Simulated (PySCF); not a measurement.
SMILES c1ccsc1-c1[se]ccc1, singlet at its GFN2-xTB optimised geometry (Å):

```
16

C      2.3802    -1.8972    -0.0031
C      1.4211    -2.8593    -0.0038
S     -0.1655    -2.1970    -0.0029
C      0.4726    -0.5755    -0.0013
C     -0.3951     0.5603     0.0000
C     -1.7649     0.5603     0.0000
C     -2.3660     1.8363     0.0012
C     -1.4948     2.8779     0.0026
Se     0.2739     2.3213     0.0000
C      1.8427    -0.5968    -0.0017
H      3.4347    -2.1077    -0.0035
H      1.5428    -3.9240    -0.0048
H     -2.3338    -0.3548    -0.0012
H     -3.4347     1.9699     0.0011
H     -1.7415     3.9240     0.0034
H      2.4346     0.3043    -0.0010
```

Calculation: PySCF with PBE/def2-TZVP. Cells within 0.4 Å of a nucleus heavier than hydrogen are left out (blank, or x).

Map of the electrostatic potential (hartree/e), clipped to [-0.08, 0.12] on the plane z = 0.0 Å:

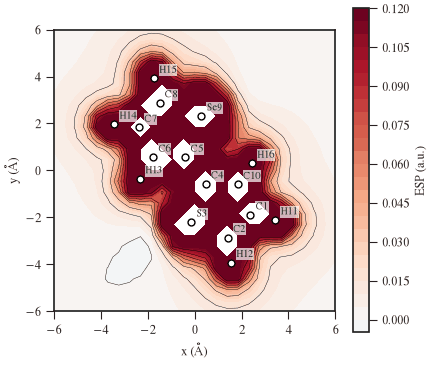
Figure. Electrostatic potential (hartree/e), clipped to [-0.08, 0.12] on the plane z = 0.0 Å.
